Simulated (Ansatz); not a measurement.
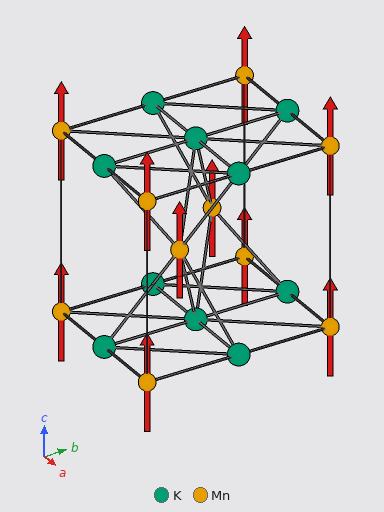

Ball-and-stick drawing of the structure, looking slightly off an axis. The parallelepiped is the simulation cell. Arrows are the site magnetic moments above 0.25 μB; longer means larger, and red and blue are up and down (without spin-orbit coupling the axis itself is arbitrary).

This is the state reached for KMn. Run with Ansatz, DFT PBE, scalar-relativistic, plane waves, PAW and these settings: a 420 eV plane-wave basis, Brillouin-zone sampling on a 6×6×8 mesh, Gaussian smearing of 0.1 eV, collinear spins.

What order do the moments form, and how large are they?

Answer. Ferromagnetic (within this cell). Site moments: 3 Mn +4.6 to +4.8 μB. The net spin moment of the whole cell is 13.8 μB.

It goes back to a textbook structure type filled with these elements (whether it is the usual form wasn't checked). This is the structure after a relaxation with Ansatz 0.2.0, DFT PBE, scalar-relativistic, plane waves, PAW.
